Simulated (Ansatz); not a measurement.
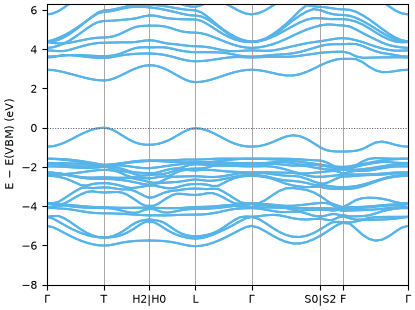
Band structure from r²SCAN with spin–orbit coupling (plane waves, PAW; program Ansatz)

Read off the gap and where the band edges lie.

About 2.3 eV (2.32 eV by a search for the band edges); maximum at T, minimum at L.

The material is Ba₂TaBiO₆ in space group R-3 (No. 148; Ba on 6c, Ta on 3b, Bi on 3a, O on 18f).

The first step of the workflow began from a Materials Project structure, measured or hypothetical; the Crystallography Open Database copy checked does not list it. Its standing as an ambient phase is unchecked. The cell was relaxed with r²SCAN under the symmetry of its start; its stability against distortions is not shown here. No spin polarisation was allowed.

Potentials: the later of the program's two PAW sets.
